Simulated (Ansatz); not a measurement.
Input file:

```
crystal:
  periodic: [false, false, false]
  atoms:
    - {symbol: O, position_ang: [0.036737, 1.647764, -0.362105]}
    - {symbol: Si, position_ang: [0.189629, 0.185490, 0.338029]}
    - {symbol: S, position_ang: [0.702435, -1.232652, -1.162080]}
    - {symbol: Br, position_ang: [-1.683718, -0.475636, 1.337252]}
    - {symbol: H, position_ang: [-0.574775, 1.733131, -1.096793]}
    - {symbol: H, position_ang: [1.207194, 0.346536, 1.389357]}
    - {symbol: H, position_ang: [0.183797, -2.272632, -0.489261]}
basis:
  gaussian: {orbitals: def2-TZVPP}
hamiltonian: {xc: pbe0, dispersion: d4}
output: {orbitals: {seedname: orbitals}}
```

Command:

```sh
ansatz run in.yaml --threads 4 --pin off --events-out ev --progress --plain --max-ram 10444MiB
```

Geometry: PBE0-D4/def2-TZVP.

Level of theory: Ansatz, RKS PBE0-D4/def2-TZVPP.

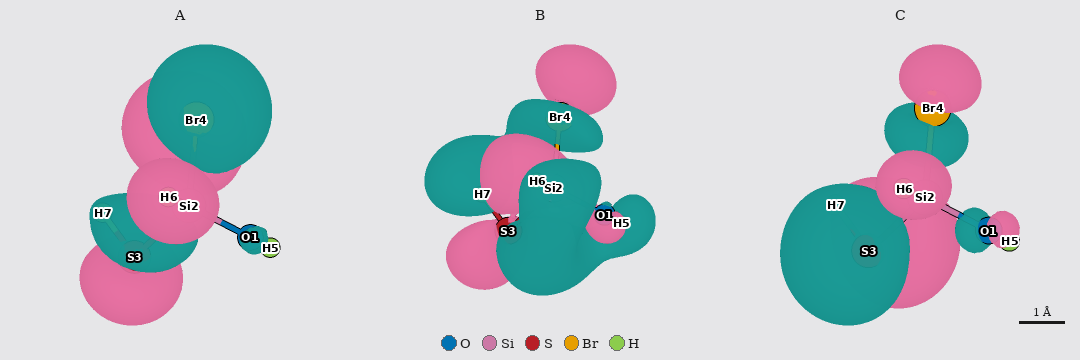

BrH₃OSSi (SMILES O[SiH](S)Br). Three frontier orbitals at ±0.06 Å⁻³ᐟ² (teal and pink are the two phases), in no order.

Q: Order the three orbitals by energy and name them.

A: A is the HOMO−1 (−8.55 eV). It lies mainly on Br4 (about 65 %), S3 (about 15 %) and Si2 (about 10 %); largely a lone pair of Br4. C is the HOMO (−7.90 eV). Its weight (Hirshfeld) is mainly on S3 (about 75 %) and Br4 (about 5 %); largely a lone pair of S3. B is the LUMO (−0.37 eV). By Hirshfeld shares it lies mainly on S3 (about 30 %), Si2 (about 30 %), Br4 (about 15 %) and H7 (about 10 %).

Q: What is the HOMO–LUMO gap?

A: 7.53 eV between the orbital energies.
